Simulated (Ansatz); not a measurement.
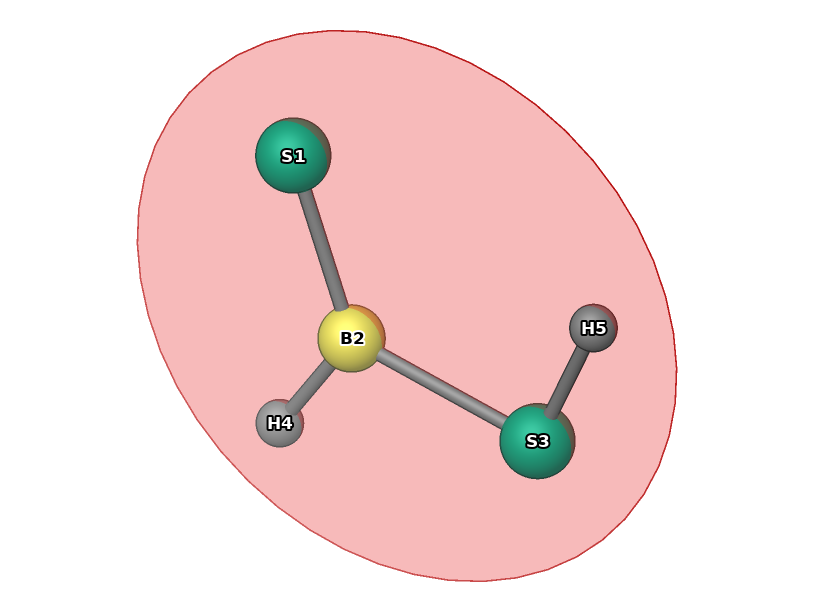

A disc through the centre of mass is drawn in. Atoms fade into the background with distance from the viewer. The species has charge −1 and is a spin singlet. The geometry was computed by an optimisation with PBE-D4/def2-SVPD. No frequency run is at hand to confirm it as a minimum.

Is the plane of the disc a mirror plane of the structure?

Yes. The reflection leaves S1, B2, S3, H4, H5 in place. The point group is Cs.
